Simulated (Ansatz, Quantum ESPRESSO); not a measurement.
## Al (fcc): bulk modulus from a few volumes

How stiff is fcc Al under hydrostatic load? Each row scales the relaxed cell evenly and relaxes the atoms. The phase is followed to these pressures whether or not it stays the stable one.

Calculated with Quantum ESPRESSO 7.5, PBEsol, PseudoDojo 0.4.1 norm-conserving potentials, cutoff 1170 eV, Fermi–Dirac smearing 0.05 eV, k-mesh 19×19×19, no spin polarisation, no spin-orbit coupling.

Reference cell, relaxed at zero pressure with PBEsol (Fm-3m): a = 2.8374 Å, b = 2.8374 Å, c = 2.8374 Å, α = 60.00°, β = 60.00°, γ = 60.00°.

```
atom       x       y       z
  Al  0.0000  0.0000  0.0000
```

```csv
V (Å³/atom),V/V0,P (GPa),E − E0 (meV/atom)
15.1833,0.9400,5.834,16.6
15.5063,0.9600,3.666,7.1
15.8294,0.9800,1.725,1.7
16.4755,1.0200,−1.569,1.6
16.7985,1.0400,−2.961,6.2
```

V0 = 16.1524 Å³ an atom, where the residual pressure P0 is −0.013 GPa. **Question.** Fit the Birch–Murnaghan law and give the pressure and the energy at V = 17.1216 Å³ an atom, a row left out above.

With the Eulerian strain f = ½[(V0/V)^(2/3) − 1] and F = (P − P0)/[3f(1 + 2f)^(5/2)], the third-order law is the line F = B0 + (3/2) B0 (B′ − 4) f.

```
       f  F (GPa)
 0.02106    83.50
 0.01379    83.05
 0.00678    82.63
−0.00656    81.74
−0.01290    81.30
```

A straight line through the 5 rows: the means are 0.004434 for f and 82.444 for F, Σ(Δx)² = 0.0007908 and ΣΔxΔy = 0.05123, so the slope is 0.05123/0.0007908 = 64.786 and the intercept 82.444 − (64.786)(0.004434) = 82.157.

Hence B0 = 82.2 GPa and B′ = 4 + (64.8)/(1.5 × 82.2) = 4.53. For the withheld volume f = −0.01905, F = 80.92 GPa and P = −4.21 GPa, an extrapolation past the fitted rows. The run itself gives −4.20 GPa, so the estimate misses by 0.01 GPa, a rounding's worth.

Integrating the same law gives E − E0 = (9/2) B0 V0 f²[1 + (B′ − 4) f] + P0(V0 − V), with 1 GPa Å³ = 6.2415 meV: 13.5 meV an atom. The run itself gives 13.5 meV, so the estimate misses by 0.0 meV, a rounding's worth.

The same fit over all rows at other levels or in other programs gives B0 = 81 GPa with PBEsol (Quantum ESPRESSO, GBRV), 82 GPa with PBEsol (Ansatz) and 92 GPa with r2SCAN (Ansatz).

The calculation is for a static lattice, while measurements hold thermal and zero-point motion.

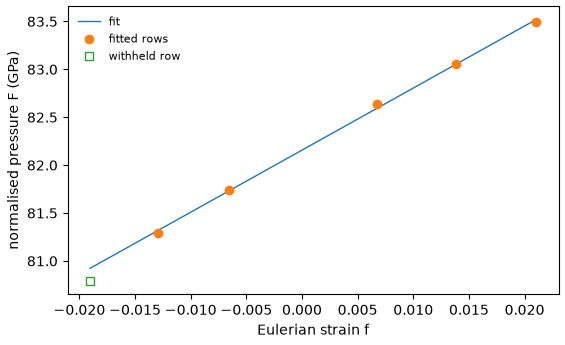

The fitted law, the rows behind it and the withheld row.

[Logs are printed without paths, hosts, clocks, repeated set-up lines and the standing remarks that a program may print on its own settings, such as how far it seeks lower states.]
